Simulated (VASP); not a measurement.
Band structure of GaAs (zinc blende). Method: PBE GGA, VASP's PBE PAW potentials (set 64) (plane waves; VASP).

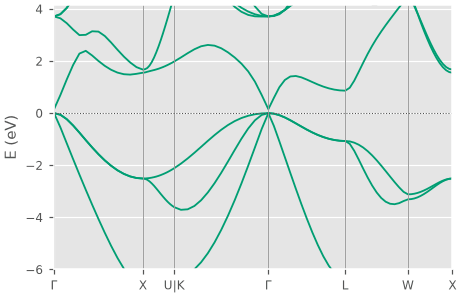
Figure. Bands along high-symmetry lines, zero at the valence-band maximum or, without a gap, the Fermi level

Q: Read the plot: is there a gap, and where are the band edges?

A: The gap is direct, 0.15 eV, from the valence maximum at Γ to the conduction minimum at Γ. (Edges off the drawn lines would not show.)

Measured: gap 1.57 eV (computed value off by -1.42 eV), as given by Wei Chen et al., Physical Review Materials (2018), doi:10.1103/physrevmaterials.2.073803 [zero-point renormalisation of 0.05 eV added back (the table's ZPR column)].

The compound is GaAs in the zinc blende structure. It was relaxed first, which changed the volume by +5 %.
